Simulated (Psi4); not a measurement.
# C2H3F3: energy and gradient calculation

C2H3F3, SMILES CC(F)(F)F, computed with HF/def2-TZVPP, RHF (Psi4 1.11).

The geometry comes from this level: PBE0-D4/def2-TZVP.

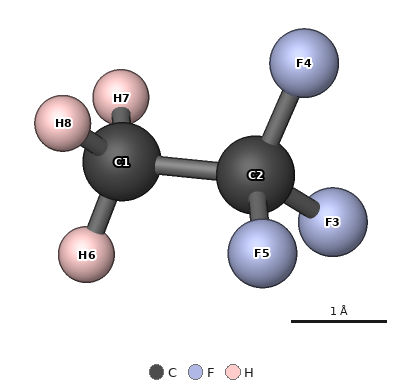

Figure 1. The input geometry (ball-and-stick view, seen at a tilt; atoms are numbered from 1 in the order of the input).

Summary:

```csv
quantity,value
outcome,converged
total energy,−375.987085 hartree
basis functions,197
largest force,1.222 eV/Å
HOMO,−15.40 eV
LUMO,3.86 eV
dipole moment,2.53 D
hardware,"1 thread of Intel Xeon @ 2.50GHz (Skylake/Cascade Lake), 12 GiB of memory available, shared host"
wall time,7.2 s
peak memory,0.35 GiB
```

Input (calc.inp):
```
memory 1.6 GB

molecule mol {
  0 1
  C     -0.615400    -0.141500     0.471500
  C      0.557600     0.109900    -0.423700
  F      1.692800    -0.382000     0.093900
  F      0.395200    -0.458200    -1.627700
  F      0.754200     1.420300    -0.629900
  H     -0.441600     0.335800     1.434900
  H     -0.738000    -1.214600     0.611200
  H     -1.512600     0.273100     0.014000
  symmetry c1
}

set {
  basis def2-TZVPP
  reference rhf
  scf_type df
  diis_max_vecs 4
}

e, wfn = gradient('scf', return_wfn=True)
```

Launched with:
```bash
psi4 -i calc.inp -o calc.out -n 1
```

The program's output:
```
Psi4 1.11 release

gradient() will perform analytic gradient computation.

   => Loading Basis Set <=

    Name: DEF2-TZVPP
    Role: ORBITAL
    Keyword: BASIS

         ---------------------------------------------------------
                                   SCF
                              RHF Reference
                        1 Threads,   1525 MiB Core
         ---------------------------------------------------------

  ==> Geometry <==

    Molecular point group: c1
    Full point group: C1

    Geometry (in Angstrom), charge = 0, multiplicity = 1:

       Center              X                  Y                   Z               Mass
    ------------   -----------------  -----------------  -----------------  -----------------
         C           -1.217532670457    -0.260894085997     0.929219907950    12.000000000000
         C           -0.044532670457    -0.009494085997     0.034019907950    12.000000000000
         F            1.090667329543    -0.501394085997     0.551619907950    18.998403162730
         F           -0.206932670457    -0.577594085997    -1.169980092050    18.998403162730
         F            0.152067329543     1.300905914003    -0.172180092050    18.998403162730
         H           -1.043732670457     0.216405914003     1.892619907950     1.007825032230
         H           -1.340132670457    -1.333994085997     1.068919907950     1.007825032230
         H           -2.114732670457     0.153705914003     0.471719907950     1.007825032230

  Running in c1 symmetry.

  Rotational constants: A =      0.18404  B =      0.17390  C =      0.17389 [cm^-1]
  Rotational constants: A =   5517.24744  B =   5213.41965  C =   5213.21671 [MHz]
  Nuclear repulsion =  202.116392987853487

  Charge       = 0
  Multiplicity = 1
  Electrons    = 42
  Nalpha       = 21
  Nbeta        = 21

  ==> Algorithm <==

  SCF Algorithm Type is DF.
  DIIS enabled.
  MOM disabled.
  Fractional occupation disabled.
  Guess Type is SAD.
  Energy threshold   = 1.00e-08
  Density threshold  = 1.00e-08
  Integral threshold = 1.00e-12

  ==> Primary Basis <==

  Basis Set: DEF2-TZVPP
    Blend: DEF2-TZVPP
    Number of shells: 73
    Number of basis functions: 197
    Number of Cartesian functions: 225
    Spherical Harmonics?: true
    Max angular momentum: 3

   => Loading Basis Set <=

    Name: (DEF2-TZVPP AUX)
    Role: JKFIT
    Keyword: DF_BASIS_SCF

  ==> Integral Setup <==

  DFHelper Memory: AOs need 0.133 GiB; user supplied 1.118 GiB.
  SCF_SUBTYPE=INCORE selected. In-core MEM_DF algorithm will be used.
  Using in-core AOs.

  ==> MemDFJK: Density-Fitted J/K Matrices <==

    J tasked:                   Yes
    K tasked:                   Yes
    wK tasked:                   No
    Memory [MiB]:              1144
    Algorithm:                 Core
    Schwarz Cutoff:           1E-12
    Mask sparsity (%):       1.6646
    Fitting Condition:        1E-10

   => Auxiliary Basis Set <=

  Basis Set: (DEF2-TZVPP AUX)
    Blend: DEF2-UNIVERSAL-JKFIT
    Number of shells: 143
    Number of basis functions: 435
    Number of Cartesian functions: 517
    Spherical Harmonics?: true
    Max angular momentum: 4

  Minimum eigenvalue in the overlap matrix is 3.9520580042E-04.
  Reciprocal condition number of the overlap matrix is 4.9826625232E-05.
    Using symmetric orthogonalization.

  ==> Pre-Iterations <==

  SCF Guess: Superposition of Atomic Densities via on-the-fly atomic UHF (no occupation information).

   -------------------------
    Irrep   Nso     Nmo
   -------------------------
     A        197     197
   -------------------------
    Total     197     197
   -------------------------

  ==> Iterations <==

                           Total Energy        Delta E     RMS |[F,P]|

   @DF-RHF iter SAD:  -375.33401945853689   -3.75334e+02   0.00000e+00
   @DF-RHF iter   1:  -375.84957116893213   -5.15552e-01   2.89863e-03 ADIIS/DIIS
   @DF-RHF iter   2:  -375.95633347031355   -1.06762e-01   1.58427e-03 ADIIS/DIIS
   @DF-RHF iter   3:  -375.98528942996387   -2.89560e-02   2.42779e-04 ADIIS/DIIS
   @DF-RHF iter   4:  -375.98689658254006   -1.60715e-03   8.53657e-05 DIIS
   @DF-RHF iter   5:  -375.98707902042457   -1.82438e-04   1.42779e-05 DIIS
   @DF-RHF iter   6:  -375.98708513593317   -6.11551e-06   2.79303e-06 DIIS
   @DF-RHF iter   7:  -375.98708541902977   -2.83097e-07   8.07064e-07 DIIS
   @DF-RHF iter   8:  -375.98708543378234   -1.47526e-08   3.11809e-07 DIIS
   @DF-RHF iter   9:  -375.98708543593705   -2.15471e-09   1.10810e-07 DIIS
   @DF-RHF iter  10:  -375.98708543626526   -3.28214e-10   4.43064e-08 DIIS
   @DF-RHF iter  11:  -375.98708543631909   -5.38307e-11   1.09660e-08 DIIS
   @DF-RHF iter  12:  -375.98708543632381   -4.71800e-12   3.11839e-09 DIIS
  Energy and wave function converged.

  ==> Post-Iterations <==

    Orbital Energies [Eh]
    ---------------------

    Doubly Occupied:

       1A    -26.329510     2A    -26.329480     3A    -26.329447
       4A    -11.498905     5A    -11.256621     6A     -1.724022
       7A     -1.627361     8A     -1.627309     9A     -1.070331
      10A     -0.922081    11A     -0.819782    12A     -0.819772
      13A     -0.777354    14A     -0.707137    15A     -0.707125
      16A     -0.660203    17A     -0.660180    18A     -0.642767
      19A     -0.588228    20A     -0.588207    21A     -0.565833

    Virtual:

      22A      0.142011    23A      0.207716    24A      0.207721
      25A      0.235946    26A      0.288589    27A      0.294473
      28A      0.294480    29A      0.330166    30A      0.330172
      31A      0.418592    32A      0.449664    33A      0.449718
      34A      0.486786    35A      0.509329    36A      0.572448
      37A      0.594328    38A      0.594345    39A      0.654708
      40A      0.654716    41A      0.675587    42A      0.718863
      43A      0.752568    44A      0.752571    45A      0.850648
      46A      0.897785    47A      0.897786    48A      0.941652
      49A      0.941665    50A      1.012205    51A      1.037265
      52A      1.037268    53A      1.055204    54A      1.090912
      55A      1.116620    56A      1.116628    57A      1.173188
      58A      1.214249    59A      1.214253    60A      1.259547
      61A      1.300537    62A      1.300590    63A      1.421058
      64A      1.508033    65A      1.508053    66A      1.538149
      67A      1.594164    68A      1.594189    69A      1.668536
      70A      1.668553    71A      1.739480    72A      1.818055
      73A      2.010697    74A      2.060067    75A      2.060096
      76A      2.164442    77A      2.164451    78A      2.173745
      79A      2.283190    80A      2.283207    81A      2.440801
      82A      2.487866    83A      2.555179    84A      2.555209
      85A      2.638348    86A      2.638490    87A      2.740734
      88A      2.740747    89A      2.744224    90A      2.807447
      91A      2.873492    92A      2.895714    93A      2.895738
      94A      2.945390    95A      2.945398    96A      3.038861
      97A      3.079726    98A      3.201142    99A      3.201155
     100A      3.243362   101A      3.243368   102A      3.319718
     103A      3.319734   104A      3.361650   105A      3.400497
     106A      3.424794   107A      3.424798   108A      3.512644
     109A      3.545110   110A      3.545116   111A      3.593630
     112A      3.666002   113A      3.666034   114A      3.801475
     115A      3.801518   116A      3.808966   117A      3.869862
     118A      3.869887   119A      3.885685   120A      4.075304
     121A      4.075324   122A      4.090530   123A      4.125852
     124A      4.142712   125A      4.142720   126A      4.201209
     127A      4.201222   128A      4.214487   129A      4.333165
     130A      4.333170   131A      4.336186   132A      4.356144
     133A      4.412203   134A      4.412286   135A      4.412304
     136A      4.552995   137A      4.553036   138A      4.615988
     139A      4.684068   140A      4.684112   141A      4.783620
     142A      5.013053   143A      5.013119   144A      5.019956
     145A      5.418676   146A      5.510829   147A      5.510910
     148A      5.512844   149A      5.627232   150A      5.664026
     151A      5.664079   152A      5.769406   153A      5.769425
     154A      5.769781   155A      6.018463   156A      6.018514
     157A      7.324282   158A      7.366817   159A      7.377189
     160A      7.377215   161A      7.379610   162A      7.379631
     163A      7.383423   164A      7.383447   165A      7.393807
     166A      7.490107   167A      7.523311   168A      7.523323
     169A      7.595396   170A      7.595423   171A      7.666779
     172A      7.899791   173A      7.918748   174A      7.918843
     175A      8.043005   176A      8.161836   177A      8.161899
     178A      8.898781   179A      8.898793   180A      8.927104
     181A      9.081378   182A      9.081387   183A      9.134224
     184A      9.293523   185A      9.387139   186A      9.387161
     187A      9.502147   188A      9.550876   189A      9.608994
     190A      9.609064   191A      9.705643   192A      9.705677
     193A     23.825614   194A     24.760245   195A     58.987392
     196A     58.987439   197A     59.034314

    Final Occupation by Irrep:
              A
    DOCC [    21 ]
    NA   [    21 ]
    NB   [    21 ]

  @DF-RHF Final Energy:  -375.98708543632381

   => Energetics <=

    Nuclear Repulsion Energy =            202.1163929878534873
    One-Electron Energy =                -923.7036470583227583
    Two-Electron Energy =                 345.6001686341454615
    Total Energy =                       -375.9870854363238095

Computation Completed

Properties will be evaluated at   0.000000,   0.000000,   0.000000 [a0]

Properties computed using the SCF density matrix

 Multipole Moments:

 ------------------------------------------------------------------------------------
     Multipole            Electronic (a.u.)      Nuclear  (a.u.)        Total (a.u.)
 ------------------------------------------------------------------------------------

 L = 1.  Multiply by 2.5417464519 to convert [e a0] to [Debye]
 Dipole X            :          4.4149405           -5.1944266           -0.7794860
 Dipole Y            :          0.9461730           -1.1129572           -0.1667843
 Dipole Z            :         -3.3693011            3.9643357            0.5950347
 Magnitude           :                                                    0.9947270

 ------------------------------------------------------------------------------------

	total time  =          3 seconds =       0.05 minutes

         ------------------------------------------------------------
                                   SCF GRAD
         ------------------------------------------------------------

  ==> Geometry <==

    Molecular point group: c1
    Full point group: C1

    Geometry (in Angstrom), charge = 0, multiplicity = 1:

       Center              X                  Y                   Z               Mass
    ------------   -----------------  -----------------  -----------------  -----------------
         C           -1.217532670457    -0.260894085997     0.929219907950    12.000000000000
         C           -0.044532670457    -0.009494085997     0.034019907950    12.000000000000
         F            1.090667329543    -0.501394085997     0.551619907950    18.998403162730
         F           -0.206932670457    -0.577594085997    -1.169980092050    18.998403162730
         F            0.152067329543     1.300905914003    -0.172180092050    18.998403162730
         H           -1.043732670457     0.216405914003     1.892619907950     1.007825032230
         H           -1.340132670457    -1.333994085997     1.068919907950     1.007825032230
         H           -2.114732670457     0.153705914003     0.471719907950     1.007825032230

  Nuclear repulsion =  202.116392987853459

  ==> Basis Set <==

  Basis Set: DEF2-TZVPP
    Blend: DEF2-TZVPP
    Number of shells: 73
    Number of basis functions: 197
    Number of Cartesian functions: 225
    Spherical Harmonics?: true
    Max angular momentum: 3

  ==> DFJKGrad: Density-Fitted SCF Gradients <==

    Gradient:                    1
    J tasked:                  Yes
    K tasked:                  Yes
    wK tasked:                  No
    Integrals threads:           1
    Memory [MiB]:             1144
    Schwarz Cutoff:          1E-12
    Fitting Condition:       1E-10

   => Auxiliary Basis Set <=

  Basis Set: (DEF2-TZVPP AUX)
    Blend: DEF2-UNIVERSAL-JKFIT
    Number of shells: 143
    Number of basis functions: 435
    Number of Cartesian functions: 517
    Spherical Harmonics?: true
    Max angular momentum: 4

  -Total Gradient:
     Atom            X                  Y                   Z
    ------   -----------------  -----------------  -----------------
       1        0.004891453360     0.001016903181    -0.003728547936
       2       -0.016544769151    -0.003474426728     0.012671747329
       3        0.019278131200    -0.009184112656     0.010352115977
       4       -0.004229018278    -0.010578311998    -0.020858255034
       5        0.002271844653     0.023408083536    -0.002751967897
       6        0.000813852451     0.002787917366     0.005871537963
       7       -0.000944902873    -0.006387998049     0.000986970376
       8       -0.005536591360     0.002411945344    -0.002543600780

	total time  =          3 seconds =       0.05 minutes

    Psi4 run time: 0:00:05.82
```

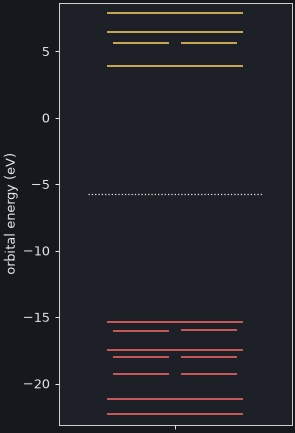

Figure 2. Orbital energies near the frontier; the dotted line parts filled from empty levels, and levels within 0.02 eV of each other stand side by side. Highest filled −15.40 eV, lowest empty 3.86 eV, 19.26 eV apart.
